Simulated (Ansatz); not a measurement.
## CH3FGeO: frequency calculation

- system: CH3FGeO
- method: HF/6-31G*, RHF (Ansatz 0.2.0)

The geometry was optimised with HF/6-31G*. Figures and captions count atoms from 1; the log counts them from 0 in places.

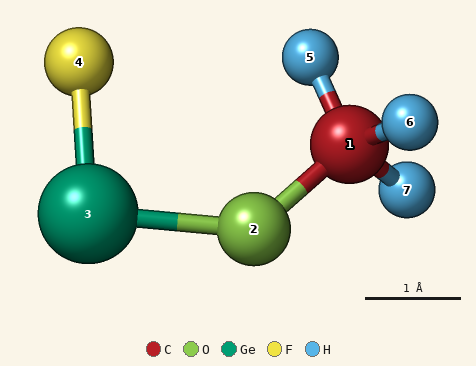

Fig. 1: The structure as given in the input (ball-and-stick view, seen at a tilt; atoms are numbered from 1 in the order of the input). Sticks mark near contacts.

The input
```yaml
crystal:
  periodic: [false, false, false]
  atoms:
    - {symbol: C, position_ang: [-0.508568, 0.490503, 0.399922]}
    - {symbol: O, position_ang: [0.411365, 0.596207, -0.659393]}
    - {symbol: Ge, position_ang: [1.441488, -0.612589, -1.397680]}
    - {symbol: F, position_ang: [0.977346, -1.975262, -0.418871]}
    - {symbol: H, position_ang: [-0.562136, -0.518050, 0.786478]}
    - {symbol: H, position_ang: [-0.209273, 1.161526, 1.196422]}
    - {symbol: H, position_ang: [-1.488722, 0.789465, 0.047622]}
basis:
  gaussian:
    orbitals: "6-31G*"
phonons:
  temperatures: {t_min: 298.15, t_max: 298.15, t_step: 1}
hamiltonian:
  xc: hf
```

Launched with:
```bash
ansatz run input.yaml --threads 1 --pin off --max-ram 3480MiB --events-out events.jsonl --progress --plain --runs-dir runs
```

What the program printed
```
Functional definition: HF
  name "HF"
  exchange = exact_x
  correlation = 0
898 factors; integrals over basis functions are off by at most 3.6e-4 eV
mean field evaluation 1: about -62284.8331 eV, gradient 4.0e1 eV
mean field evaluation 2: about -62284.8851 eV, gradient 4.0e1 eV
mean field evaluation 4: about -62287.9450 eV, gradient 2.9e0 eV
mean field evaluation 8: about -62287.9762 eV, gradient 4.9e-4 eV
mean field -62287.97617737 eV, -2289.0409042117 hartree, gradient 1.1e-5 eV, S^2 0.000000; 0 other end points of the search recorded, 0 dependent functions left out
the calculation of the forces begins
reference -62287.97617737 eV, -2289.0409042117 hartree; 29, 29 occupied and 57, 57 virtual orbitals, 898 factors
these checks for a lower state are left out or cut short: stability, starts, cluster_reference, orbital_swaps, neighbouring_geometries, increment
898 factors; integrals over basis functions are off by at most 3.6e-4 eV
mean field evaluation 16: about -62287.9760 eV, gradient 9.7e-7 eV
mean field -62287.97599371 eV, -2289.0408974624 hartree, gradient 1.5e-6 eV, S^2 0.000000; 0 other end points of the search recorded, 0 dependent functions left out
[... from here on the field's lines of each further geometry are left out, up to the last ...]
the calculation of the forces begins
reference -62287.97614333 eV, -2289.0409029609 hartree; 29, 29 occupied and 57, 57 virtual orbitals, 898 factors
these checks for a lower state are left out or cut short: stability, starts, cluster_reference, orbital_swaps, neighbouring_geometries, increment
898 factors; integrals over basis functions are off by at most 3.6e-4 eV
mean field -62287.97614695 eV, -2289.0409030939 hartree, gradient 2.5e-6 eV, S^2 0.000000; 0 other end points of the search recorded, 0 dependent functions left out
the calculation of the forces begins
reference -62287.97614695 eV, -2289.0409030939 hartree; 29, 29 occupied and 57, 57 virtual orbitals, 898 factors
Total energy: -62287.97617737 eV, -2289.0409042117 hartree
Atom 0 at    -0.508568     0.490503     0.399922 Å, force     0.000605    -0.000214     0.001152 eV/Å
Atom 1 at     0.411365     0.596207    -0.659393 Å, force    -0.001094    -0.000114    -0.000610 eV/Å
Atom 2 at     1.441488    -0.612589    -1.397680 Å, force     0.000512     0.000068     0.000298 eV/Å
Atom 3 at     0.977346    -1.975262    -0.418871 Å, force    -0.000220    -0.000102    -0.000317 eV/Å
Atom 4 at    -0.562136    -0.518050     0.786478 Å, force     0.000014    -0.000044     0.000007 eV/Å
Atom 5 at    -0.209273     1.161526     1.196422 Å, force    -0.000023     0.000326     0.000207 eV/Å
Atom 6 at    -1.488722     0.789465     0.047622 Å, force     0.000206     0.000080    -0.000737 eV/Å
Dipole moment:    -0.023296     0.125622    -0.017189 e Å
Vibrations: 45.15 160.62 203.98 362.84 647.52 706.43 1196.86 1294.21 1314.39 1629.27 1656.12 1659.22 3217.81 3279.53 3309.02 cm⁻¹, zero-point energy 1.282180 eV
```

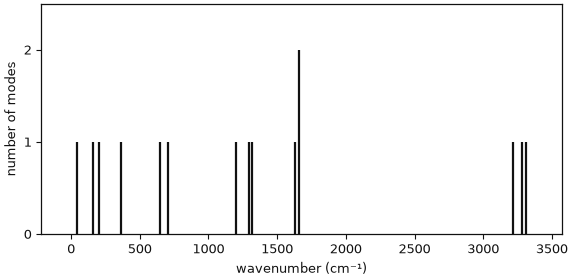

Fig. 2: Harmonic vibrational wavenumbers from the force constants; neighbouring modes closer than 15 cm⁻¹ are counted in one stick. 15 modes from 45 to 3309 cm⁻¹, none imaginary.

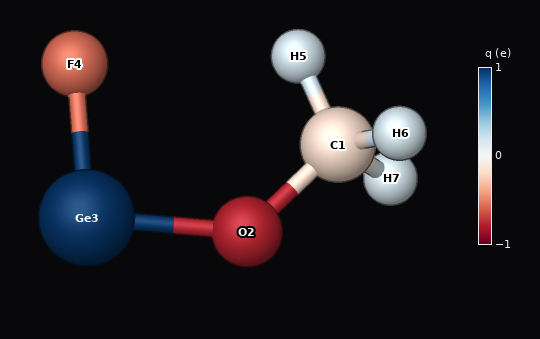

Fig. 3: Mulliken charges, as the colour of each atom (ball-and-stick view, seen at a tilt; atoms are numbered from 1 in the order of the input; Mulliken charges depend strongly on the basis). By element: C −0.16, O −0.76, Ge +0.98, F −0.56 and H +0.16 to +0.17 e.

Key numbers

| quantity | value |
| --- | --- |
| outcome | converged |
| total energy | −2289.040904 hartree |
| basis functions | 86 |
| largest force | 0.001 eV/Å |
| zero-point energy | 0.047119 hartree |
| dipole moment | 0.62 D |
| wavenumbers, lowest and highest | 45 and 3309 cm⁻¹ |
| hardware | 1 thread of Arm Neoverse V2, 112 GiB of memory available, shared host |
| wall time | 67 s |
| peak memory | 0.17 GiB |
